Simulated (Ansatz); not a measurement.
Take PbTe in the rock salt structure (space group Fm-3m, No. 225; a = 6.534 Å) as the base.

Modification: cell and atoms relaxed at a pressure of 0.9 GPa.

The values are results of r2SCAN (Ansatz, a first-principles code), scalar-relativistic without spin-orbit coupling, not measurements.

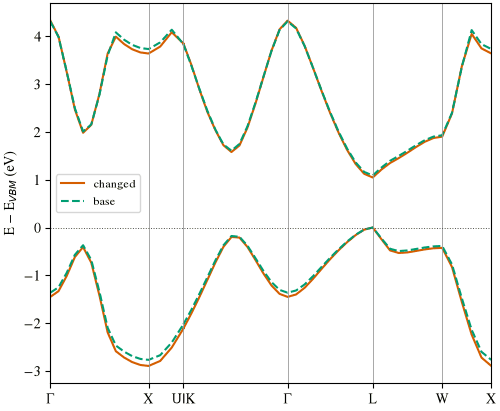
Highest valence and lowest conduction band along the path, each from its own valence-band maximum

Task: From the figure, how large is the changed gap, and is it direct?

Result: About 1.0 eV, direct at L.

With Pb and Te present, leaving out spin-orbit coupling can change the band edges. Load acts through the strain it causes; cell and atoms are relaxed under it. No phonon test of stability was made.
